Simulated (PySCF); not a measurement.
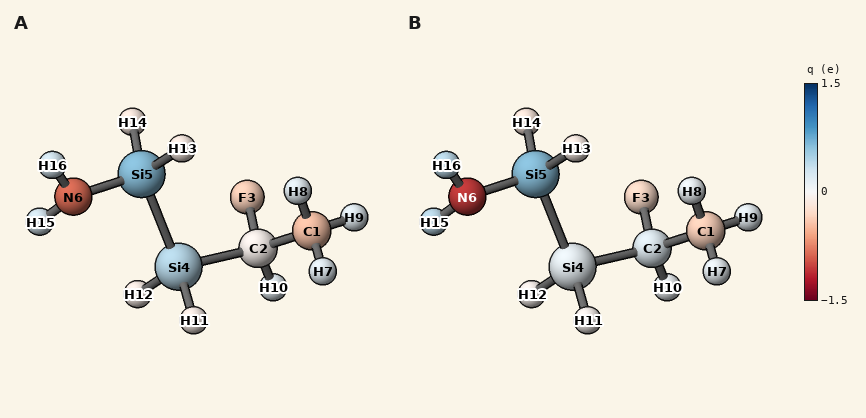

Atomic charges of one calculation by 2 schemes, on one colour scale. The geometry was computed by an optimisation with GFN2-xTB. No frequency run is at hand to confirm it as a minimum. Method: PBE0/pcSseg-1 (PySCF 2.14.0).

**The schemes are ESP-fitted, IAO. Which panel shows which?**

A IAO, B ESP-fitted.

List the charges (e), one line for each set of equivalent atoms.

```json
{"atom": "C1", "IAO": "−0.43", "ESP-fitted": "−0.35"}
{"atom": "C2", "IAO": "−0.06", "ESP-fitted": "0.18"}
{"atom": "F3", "IAO": "−0.34", "ESP-fitted": "−0.27"}
{"atom": "Si4", "IAO": "0.41", "ESP-fitted": "0.11"}
{"atom": "Si5", "IAO": "0.62", "ESP-fitted": "0.62"}
{"atom": "N6", "IAO": "−0.84", "ESP-fitted": "−1.05"}
{"atom": "H7", "IAO": "0.15", "ESP-fitted": "0.10"}
{"atom": "H8", "IAO": "0.14", "ESP-fitted": "0.08"}
{"atom": "H9", "IAO": "0.15", "ESP-fitted": "0.12"}
{"atom": "H10", "IAO": "0.14", "ESP-fitted": "0.07"}
{"atom": "H11", "IAO": "−0.10", "ESP-fitted": "−0.06"}
{"atom": "H12", "IAO": "−0.10", "ESP-fitted": "−0.06"}
{"atom": "H13", "IAO": "−0.12", "ESP-fitted": "−0.11"}
{"atom": "H14", "IAO": "−0.14", "ESP-fitted": "−0.16"}
{"atom": "H15", "IAO": "0.26", "ESP-fitted": "0.39"}
{"atom": "H16", "IAO": "0.26", "ESP-fitted": "0.40"}
```

The geometry is semi-empirical. Around Si such bond lengths and angles can be off by a tenth of an ångström or more and by several degrees, and values that hang on the shape move with them.
